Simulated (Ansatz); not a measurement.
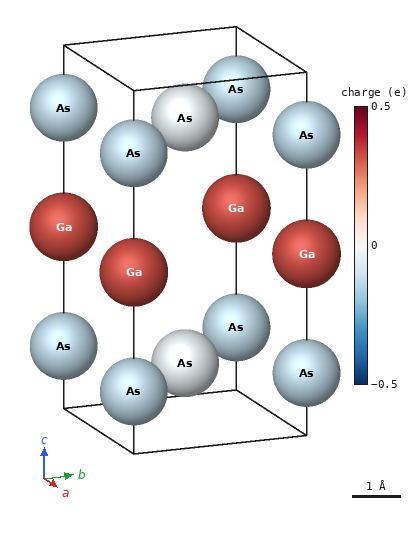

The figure gives a spheres-only picture of the atoms, viewed slightly off an axis. The edges of the simulation cell are marked. The atoms of this GaAs4 cell are coloured by their Bader charge.

All computed values are from Ansatz, DFT PBE, scalar-relativistic, plane waves, PAW. Settings: 420 eV cutoff, the zone sampled with 10×10×6 points, Gaussian smearing of 0.1 eV, no spin polarisation.

Describe the charge distribution among the elements.

Most positive: Ga; most negative: As. Charges: about Ga +0.3 e; As -0.1 to 0.0 e.

Origin of the cell: a random cell made by a generator, so it need not be a real form of the compound. Earlier steps of the study, as a rule a relaxation of our own, may have changed the cell and positions, so they can lie some per cent off the listed ones. It went into a calculation with Ansatz.
